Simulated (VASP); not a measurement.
Band structure of BN (space group F-43m). These are r2SCAN meta-GGA, VASP's PBE PAW potentials (set 64) (plane waves; VASP) values and carry that method's errors.

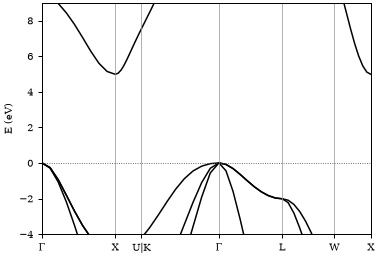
*Bands along high-symmetry lines, zero at the valence-band maximum or, without a gap, the Fermi level*

Question: Read the plot: is there a gap, and where are the band edges?

Answer: The gap is indirect, 4.98 eV, from the valence maximum at Γ to the conduction minimum at X.

The structure comes from a computed database's BN entry (F-43m); how it stands against other phases isn't given here. It was relaxed first.
